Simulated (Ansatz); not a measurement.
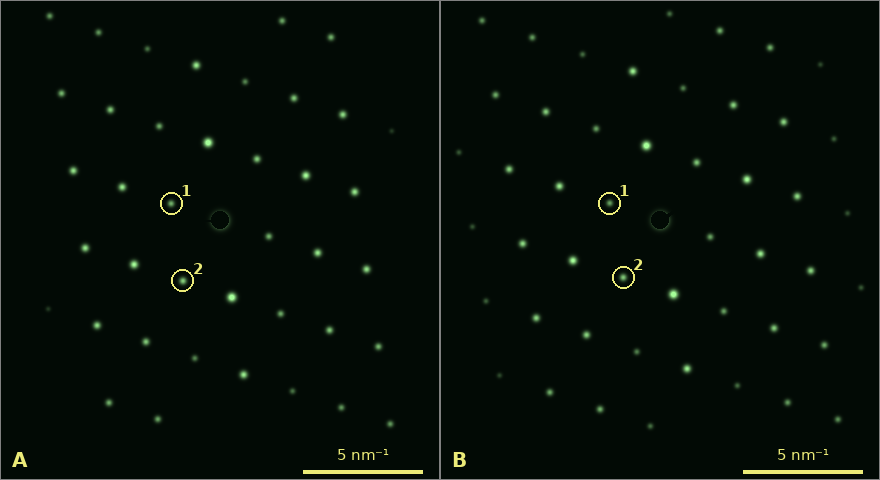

Kinematic electron diffraction patterns (300 kV, B = 0.5 Å², same scale) along [100] of the run's own cell, for the start and the end of one relaxation of LiPb2 with DFT PBE, scalar-relativistic, plane waves, PAW in Ansatz 0.2.0. k mesh 14×14×14. The start is a generated model structure, and the relaxation ends in the nearest stationary point of its symmetry, not necessarily the ground state. Spot 1 is 0 -1 1 and spot 2 is 0 -1 0 in both.

Start structure:

```yaml
crystal:
  lattice:
    - [-1.92953, 2.69245, 4.00752]
    - [1.92953, -2.69245, 4.00752]
    - [1.92953, 2.69245, -4.00752]
  atoms:
    - { symbol: Li, position: [0.00000, 0.00000, 0.00000] }
    - { symbol: Pb, position: [0.30379, 0.80379, 0.50000] }
    - { symbol: Pb, position: [0.69621, 0.19621, 0.50000] }
```

Question: Which pattern belongs to the start structure, and which to the relaxed one?

Answer: B is the start: its cell gives d(1) = 4.470 Å, d(2) = 3.477 Å and an angle of 76.0°. A is the relaxed structure, with d(1) = 4.599 Å (+2.9 %), d(2) = 3.326 Å (-4.3 %) and 77.3°.

Question: What did the relaxation do to the structure and the energy?

Answer: The volume changed by +0.1 % to 27.80 Å³ an atom; with the mean shift removed, the atoms moved by up to 0.05 Å relative to the cell (Pb most); the space group stayed Immm (No. 71); the free energy fell by 11 meV an atom. Relaxed cell: a = 5.318 Å, b = 5.318 Å, c = 5.318 Å, α = 140.12°, β = 117.57°, γ = 76.69°.
